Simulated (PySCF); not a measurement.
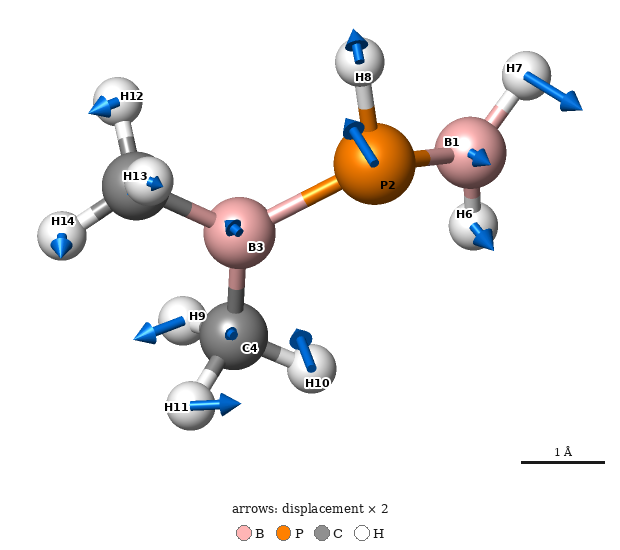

This is a relaxation of C2H9B2P. The starting structure is drawn; blue arrows show the displacements, 2 times their true length. The two geometries are superimposed by the best rigid fit.

The picture is a ball-and-stick view, seen at a tilt.

The start comes from GFN2-xTB. Its atoms were then displaced at random by about 0.01 Å.

Computed with PBE0-D3(BJ)/def2-SVP geometry optimisation, gas phase in PySCF 2.14.0, density-fitted response routines. 

### What happened in the run?

Over 10 geometry steps the energy falls by 15.4 kJ/mol. The atom that moves furthest after the best rigid fit is an H atom (0.46 Å). Largest moves by element: H 0.46 Å, P 0.44 Å, B 0.16 Å, C 0.10 Å. Near-neighbour distances that change, for instance: B–H 1.157 → 1.205 Å, C–H 1.072 → 1.104 Å, C–H 1.133 → 1.105 Å, B–C 1.548 → 1.568 Å. Among the angles between lasting bonds that change: B–P–B 120.6° → 127.0°, B–P–H 109.7° → 115.8°, B–P–H 111.0° → 116.8°. The run took 42 s on 1 thread of Arm Neoverse V2 (shared host).
